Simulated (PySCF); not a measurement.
Vertical excitations of a molecule C2H4F2Si2 from TDDFT-PBE/def2-SVPD run with PySCF, as energy in eV (oscillator strength): 4.93 (0.005), 5.42 (0.017), 5.70 (0.012), 5.81 (0.001), 5.92 (0.002), 6.16 (0.124), 6.38 (0.028), 6.41 (0.011), 6.66 (0.109), 6.81 (0.024). Lowest triplet (TDA): 4.50 eV. The structure is a stationary point at PBE0-D3(BJ)/def2-SVP. The values are those of a single conformer.

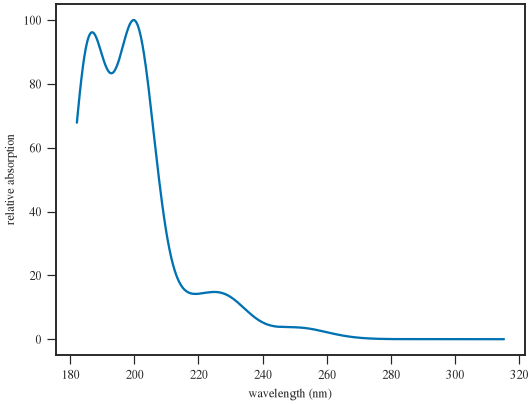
Fig. 1. The lines broadened by 0.4 eV.

### Question
Which molecule gave these data?
A) F[SiH](F)C#C[SiH3]
B) C#C[Si@H](F)[SiH2]F
C) F[Si@H]1C=C[Si@@H]1F
D) C#C[SiH2][SiH](F)F

### Answer
B, C#C[Si@H](F)[SiH2]F
